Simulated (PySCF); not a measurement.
# C$_{3}$H$_{7}$ClOSi (SMILES C=C[C@H](Cl)[SiH2]O): what the fields show

```xyz
13

C     2.1862   -0.0545   -0.6538
C     1.1171   -0.4286    0.0279
C     0.1063    0.5099    0.5615
Cl   -0.2075    0.1261    2.2998
Si   -1.6011    0.3628   -0.3222
O    -2.2211   -1.1070   -0.0619
H     2.8774   -0.7696   -1.0647
H     2.4069    0.9851   -0.8338
H     0.9140   -1.4769    0.1999
H     0.4851    1.5310    0.5504
H    -1.4121    0.4030   -1.7631
H    -2.4413    1.4209    0.2334
H    -2.2144   -1.5016    0.8087
```

Geometry: GFN2-xTB.

Method: PySCF, wB97X-D/def2-SVPD, SCF density, gas phase.

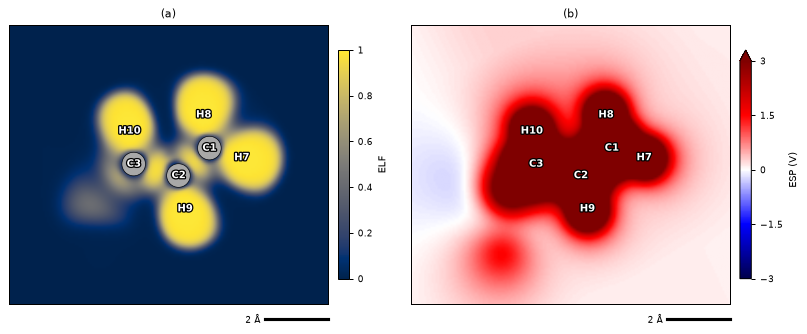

Figure 1. (a) electron localisation function; (b) electrostatic potential on the plane of atoms H7, C1 and H8. Grey discs cover the atomic cores in the ELF map.

Question: What does the map show?

Answer:
- The section cuts through C and H sites.
- C–C (1.32 Å): the ELF peaks at about 0.95 between the atoms; a multiple bond.
- C–C (1.48 Å): the ELF peaks at about 0.95 between the atoms, as expected for a covalent bond.
- C–H (1.08 Å): the ELF climbs to about 1 towards the hydrogen, as it does in any bond to H; a covalent bond by its length.
- The potential has no marked negative region in this plane.

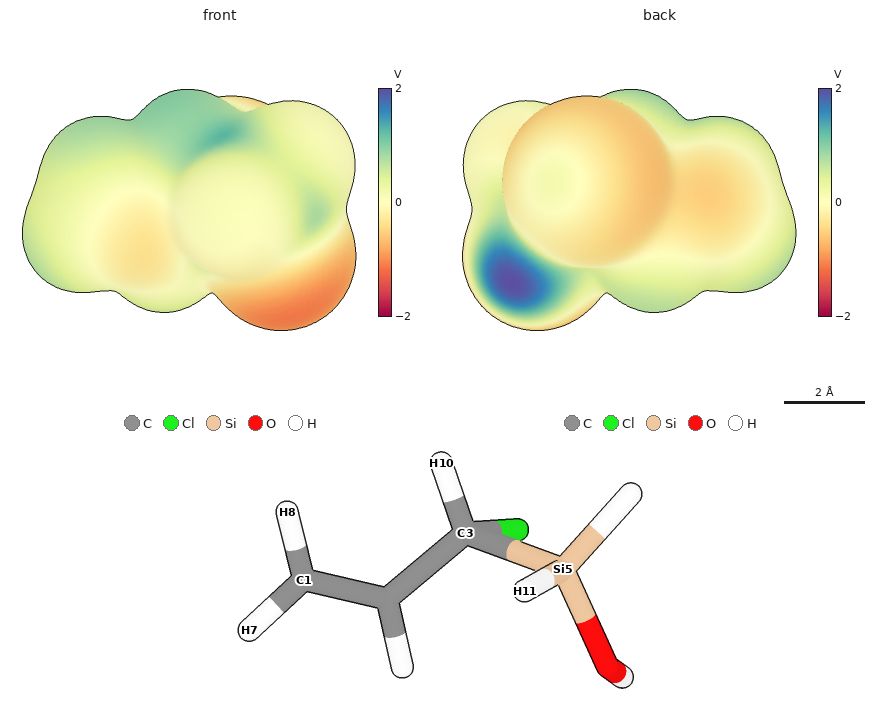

Figure 2. The electrostatic potential painted on the density surface at 0.001 e/bohr³, seen from the front and from behind; red is negative and blue positive. The bare structure is drawn below in the same view.

Question: Which sites attract a positive test charge, and which a negative one?

Answer: A positive charge is drawn to the negative regions and a negative charge to the positive ones. The most negative region (about −1.1 V) lies over O6, the most positive (about +1.9 V) over H13. O6 is the likeliest acceptor of a hydrogen bond.

Question: What dipole moment does the calculation give?

Answer: Its dipole moment is 1.08 D.
